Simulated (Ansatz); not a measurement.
Method: PBE (plane waves to 420 eV, PAW; Ansatz, an electronic-structure program).

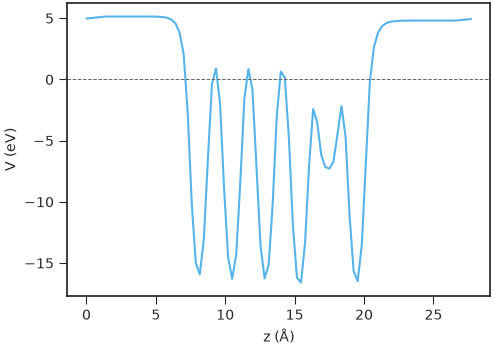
Electrostatic potential energy of an electron, averaged over planes parallel to the surface, in eV from the Fermi level, for a constructed model of the (111) surface of fcc Au, a layer of Al in place of the second plane (bottom of the slab: a bare face, its two planes held)

Slab: 6 atoms, 11.8 Å thick at the start; k 15x15x1, smearing 0.1 eV, dipole-corrected; 2 atoms held, the rest relaxed; start symmetry kept, larger cells not searched; no spin, no spin-orbit, no U. It is one candidate, not shown to be the stable structure of the face.

The vacuum level lies 4.81 eV above the Fermi level over the top face and 5.14 eV above it under the bottom face.
